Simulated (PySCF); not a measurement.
**TcS₃⁻: structure of the singlet**

Where does singlet TcS₃⁻ go from a trigonal pyramidal start, is the end point a minimum, and what are its modes, charges and moments?

Program: PySCF 2.14.0. Level of theory: PBE0, basis Tc def2-SVPD with ECP28, S def2-SVPD, scalar-relativistic core potentials, no spin–orbit coupling, density fitting. These are calculated values, not measurements.

## Step 1: The system as given

4 atoms, charge -1, spin multiplicity 1.

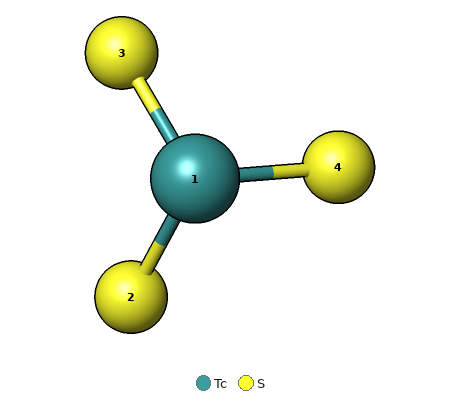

The starting geometry (technetium teal, sulfur yellow); atoms are numbered from 1 in the order of the file.

```xyz
4
charge -1 multiplicity 1
Tc    0.0000    0.0000   -0.4946
S     1.8895    0.0000    0.5101
S    -0.9448    1.6364    0.5101
S    -0.9448   -1.6364    0.5101
```

## Step 2: Relaxation: trigonal pyramidal start, singlet

One driver script runs all steps and calls PySCF; scf.py shows how it sets up the SCF of each step. The optimiser is the driver's own. Before each start the driver seeks the lowest SCF state from one or more starting densities and follows internal instabilities, so scf.py alone need not reach the same state.

The program finds C3v symmetry in the start, which this walk keeps. Threshold on the gradient: 0.0003 Eh/bohr, with a further test on the energy change.

File scf.py:

```python
from pyscf import gto, scf, dft
mol = gto.M(atom='''
Tc    -0.000000    -0.000000    -0.494638
S      1.889543    -0.000008     0.510062
S     -0.944764     1.636396     0.510062
S     -0.944778    -1.636388     0.510063''',
    basis={'Tc': 'def2-SVPD', 'S': 'def2-SVPD'},
    ecp={'Tc': 'def2-SVPD'},
    charge=-1, spin=0)
mf = dft.RKS(mol, xc='PBE0')
mf.grids.atom_grid = (50, 194)
aux = {'Tc': 'def2-universal-JKFIT', 'S': 'def2-universal-JKFIT'}
mf = mf.density_fit(auxbasis=aux)
mf.kernel()
```

Energy and gradient, step by step:

```
step   energy (Eh)  change (kJ/mol)  largest symmetric gradient (Eh/bohr)
   0  -1274.719699             0.00                               0.08048
   1  -1274.747500           -72.99                               0.03796
   2  -1274.761656          -110.16                               0.02467
   3  -1274.767255          -124.86                               0.01490
   4  -1274.769398          -130.48                               0.00747
   5  -1274.770335          -132.94                               0.00295
   6  -1274.770575          -133.58                               0.00211
   7  -1274.770629          -133.72                               0.00043
   8  -1274.770632          -133.73                               0.00019
```

The walk took 78 s on 2 threads, shared host.

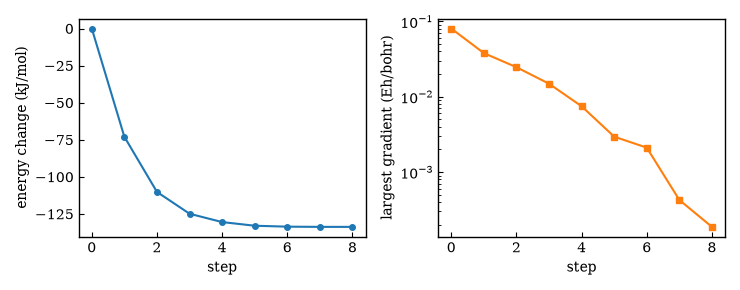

Energy and largest gradient along the walk.

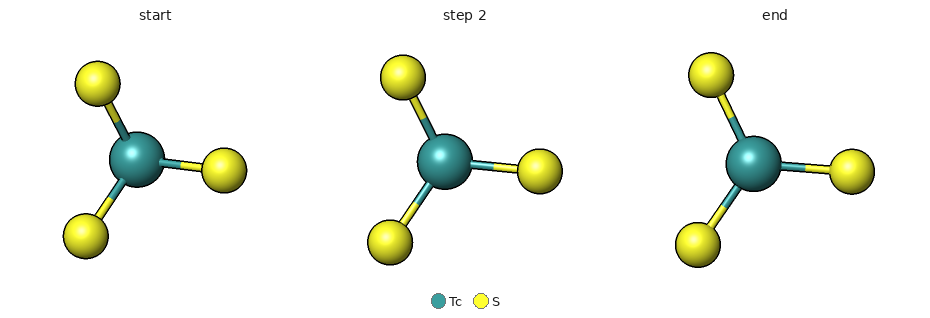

Start and end of the relaxation, with a step between.

End point (D3h, 8 steps, 133.7 kJ/mol gained): Tc–S 2.104 Å (×3); S–Tc–S 120.0° (×3).

## Step 3: Frequencies

On the finer grid the gradient is checked again; gradients at displacements of ±0.01 bohr then give force constants and infrared intensities.

scf.py, as its differences from that of step 2:

```diff
@@ -3,4 +3,4 @@
-Tc    -0.000000    -0.000000    -0.494638
-S      1.889543    -0.000008     0.510062
-S     -0.944764     1.636396     0.510062
-S     -0.944778    -1.636388     0.510063''',
+Tc    -0.000000     0.000000     0.000000
+S      2.103455    -0.000009    -0.000001
+S     -1.051720     1.821650    -0.000000
+S     -1.051735    -1.821641     0.000001''',
@@ -11 +11 @@
-mf.grids.atom_grid = (50, 194)
+mf.grids.atom_grid = (75, 302)
```

The driver hands on the density of the step before, so the log starts near convergence.

SCF at the final geometry:

```text
init E= -1274.77070916548
  HOMO = -0.074784876714045  LUMO = 0.0412474731445168  gap/eV = 3.15740
cycle= 1 E= -1274.77070916532  delta_E= 1.6e-10  |g|= 2.34e-05  |ddm|= 3.91e-05
  HOMO = -0.0747816386976622  LUMO = 0.041247697669475  gap/eV = 3.15732
cycle= 2 E= -1274.77070916377  delta_E= 1.55e-09  |g|= 7.53e-05  |ddm|= 0.000117
  HOMO = -0.0747852618063551  LUMO = 0.0412464229416597  gap/eV = 3.15738
cycle= 3 E= -1274.77070916542  delta_E= -1.65e-09  |g|= 1.86e-05  |ddm|= 9.05e-05
  HOMO = -0.0747843215036424  LUMO = 0.0412472964778971  gap/eV = 3.15738
cycle= 4 E= -1274.77070916551  delta_E= -8.73e-11  |g|= 3.16e-07  |ddm|= 1.89e-05
  HOMO = -0.0747843091966288  LUMO = 0.0412473020926421  gap/eV = 3.15738
Extra cycle  E= -1274.77070916551  delta_E= -9.09e-13  |g|= 4.2e-07  |ddm|= 9.49e-07
converged SCF energy = -1274.77070916551
```

The whole step took 84 s.

Geometry: D3h; Tc–S 2.103 Å (×3); S–Tc–S 120.0° (×3).

Harmonic modes (main isotopes):

```csv
symmetry,ω (cm⁻¹),IR (km/mol),μ (u)
a2'',87,0.1,47.95
e',159,8.4,34.97
a1',496,0.0,31.97
e',554,261,42.48
```

Every mode is real; the point is a minimum.

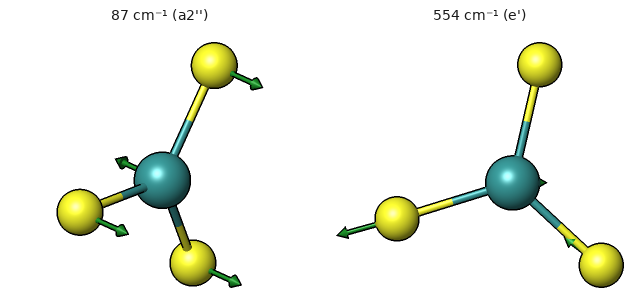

How the atoms move in 2 of the modes.

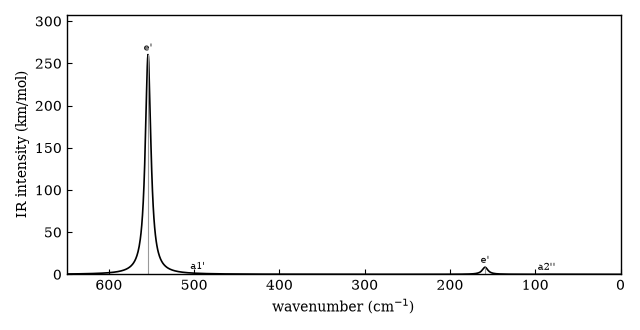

The harmonic infrared spectrum (widths in cm⁻¹). Lines are broadened to a width of 8 cm⁻¹ (Lorentzian).

Properties at this point:

```
Dipole moment about the centre of mass                          : 0.00 D
Highest occupied level                                          : -2.03 eV
Lowest empty level                                              : 1.12 eV
Rotational constants                                            : 0.07945, 0.07945, 0.03972 cm⁻¹
Zero-point energy                                               : 12.0 kJ/mol
Principal polarisabilities                                      : 82.4, 148.0, 148.0 bohr³
Principal traceless quadrupole moments about the centre of mass : -4.84, -4.84, 9.68 D Å
Entropy at 298.15 K and 1 bar                                   : 322.3 J/(mol K)
Heat capacity Cp at 298.15 K                                    : 72.0 J/(mol K)
Enthalpy at 298.15 K above 0 K                                  : 16.79 kJ/mol
Rotational symmetry number                                      : 6
```

Charges (e) and bond orders:

```csv
atom,Mulliken,Löwdin,polar tensor,Mayer order to Tc1
Tc1,0.62,-0.68,0.83,–
"S2,3,4",-0.54,-0.11,-0.61,1.59
```

Outer orbital energies (eV). occupied: -5.62, -4.60, -4.60, -3.60, -3.60, -3.45, -2.60, -2.03; empty: 1.12, 1.12, 2.29, 2.29.

Mulliken populations on Tc1 (outside its core potential): s 2.60, p 6.16, d 5.60, f 0.02.

## Step 4: Would spin polarisation lower it?

At the lowest minimum the closed shell is tested against spin polarisation, on the (50, 194) grid. It is stable.

## Step 5: Results

| quantity | value |
| --- | --- |
| minimum | singlet, D3h |
| geometry | Tc–S 2.103 Å (×3); S–Tc–S 120.0° (×3) |
| wavenumbers (cm⁻¹) | 87 (a2''), 159 (e'), 496 (a1'), 554 (e') |
| dipole moment (centre of mass) | 0.00 D |
| highest occupied, lowest empty level | -2.03, 1.12 eV |
| polar-tensor charge of Tc1 | +0.83 e |
| zero-point energy | 12.0 kJ/mol |
| entropy at 298.15 K | 322.3 J/(mol K) |

In words: From C3v at the start the molecule goes to a D3h minimum. In the infrared the band at 554 cm⁻¹ (e', stretch) leads. Other starts or spin states, not run here, may lie lower. Modes under about 90 cm⁻¹ are uncertain by tens of cm⁻¹.

The search up to here took 3.3 min.
